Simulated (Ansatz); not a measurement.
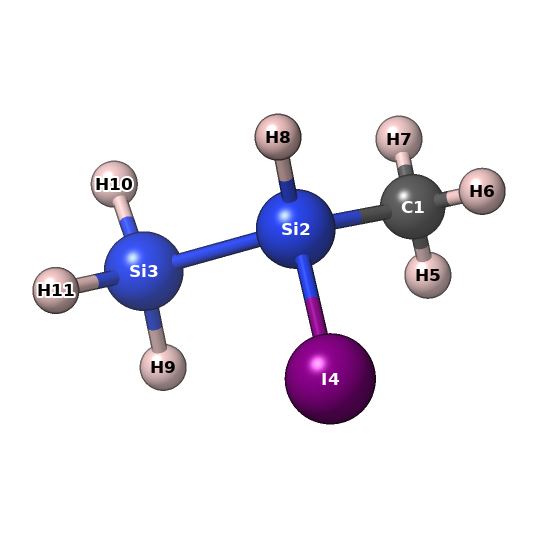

The geometry was computed by an optimisation with PBE0-D4/def2-TZVP. No frequency run is at hand to confirm it as a minimum.

Give the bond lengths.

```json
{"bond": "C1–Si2", "length (Å)": "1.867", "order": "single"}
{"bond": "C1–H5", "length (Å)": "1.091", "order": "single"}
{"bond": "C1–H6", "length (Å)": "1.092", "order": "single"}
{"bond": "C1–H7", "length (Å)": "1.094", "order": "single"}
{"bond": "Si2–Si3", "length (Å)": "2.337", "order": "single"}
{"bond": "Si2–I4", "length (Å)": "2.460", "order": "single"}
{"bond": "Si2–H8", "length (Å)": "1.487", "order": "single"}
{"bond": "Si3–H9", "length (Å)": "1.487", "order": "single"}
{"bond": "Si3–H10", "length (Å)": "1.490", "order": "single"}
{"bond": "Si3–H11", "length (Å)": "1.486", "order": "single"}
```
